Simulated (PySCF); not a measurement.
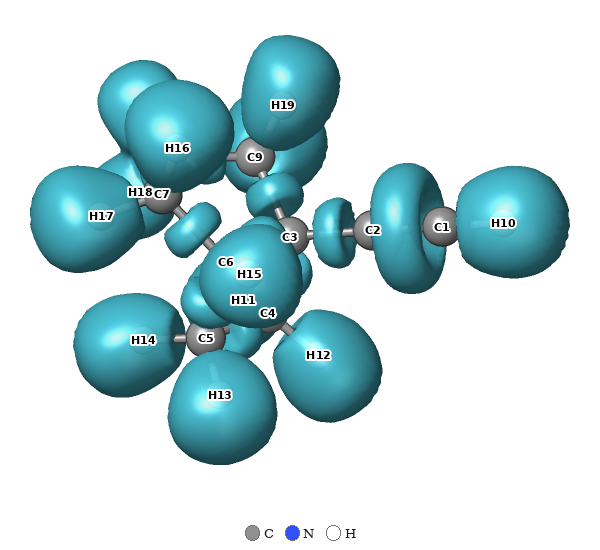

The picture shows: C8H11N. Isosurface of the ELF at 0.75 (cyan), seen across its widest extent. Core shells and regions of very low density are left out.

Geometry: GFN2-xTB.

Method: PBE0/pcSseg-1, SCF density, gas phase, non-relativistic (PySCF 2.14.0).

```csv
atom,x (Å),y (Å),z (Å)
C,1.3236,2.9122,-0.2525
C,0.7935,1.8386,-0.2849
C,0.1827,0.5379,-0.3148
C,0.9394,-0.5312,-1.1384
C,1.0741,-1.4085,0.1153
C,0.3225,-0.3572,0.9490
C,-1.1221,-0.7241,1.3124
N,-1.9058,-0.5840,0.0918
C,-1.3410,0.5793,-0.5725
H,1.7816,3.8555,-0.2284
H,0.3527,-0.9645,-1.9481
H,1.8864,-0.1777,-1.5410
H,2.1018,-1.5724,0.4323
H,0.5704,-2.3732,0.0553
H,0.8774,0.0583,1.7875
H,-1.5114,-0.0076,2.0427
H,-1.2172,-1.7301,1.7221
H,-1.7618,-1.4040,-0.4914
H,-1.7624,1.4752,-0.1054
H,-1.5894,0.5885,-1.6338
```

Question: Identify the bonds, lone pairs and shells in this picture.

Answer: The surface consists of eight regions between bonded C–C atoms (shared pairs), ten regions around hydrogen nuclei and one joined region spread over several atoms (H, N), in which their bonds and any lone pairs are merged. Profiles from the grid: C–C (1.20 Å): the ELF peaks at about 0.85 between the atoms (a short, multiple covalent bond). C–N (1.45 Å): the ELF peaks at about 0.95 between the atoms: localised, covalent bonding.
